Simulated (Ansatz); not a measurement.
```yaml
atoms:
  - { symbol: Br, position_ang: [-2.1236, 0.1077, -0.6996] }
  - { symbol: Al, position_ang: [0.0894, 0.1569, -0.0030] }
  - { symbol: Br, position_ang: [1.1031, -1.8657, 0.6462] }
  - { symbol: H, position_ang: [0.9866, 1.5408, 0.0361] }
```

Not at a stationary point (largest force 1.2 eV/Å).

Method: Ansatz, SCF PBE0, Gaussian basis.

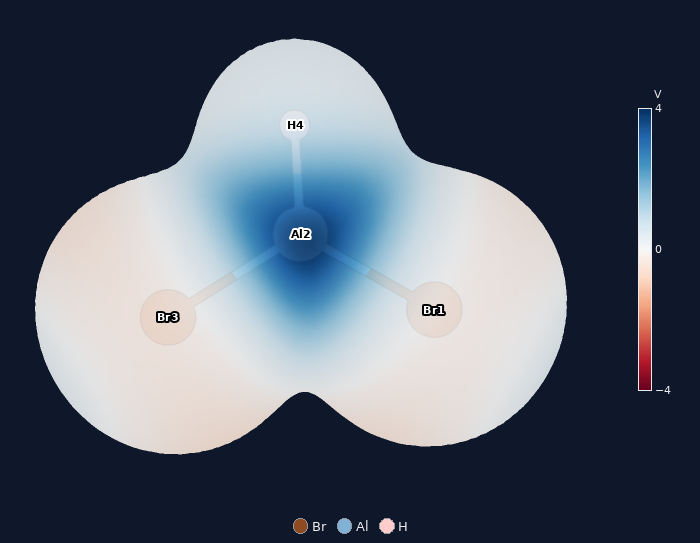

AlBr₂H (SMILES [Br][AlH][Br]). The electrostatic potential painted on the density surface at 0.002 e/bohr³, seen across its widest extent; the colour scale runs from red (negative) to blue (positive).

> Which sites attract a positive test charge, and which a negative one?

A positive charge is drawn to the negative regions and a negative charge to the positive ones. The most negative region (about −0.5 V) lies over Br3, the most positive (about +3.9 V) over Al2. Br1 shows a σ-hole: about +0.4 V at the tip opposite its bond, against about −0.2 V on its flanks. Br3 shows a σ-hole: about +0.3 V at the tip opposite its bond, against about −0.3 V on its flanks.
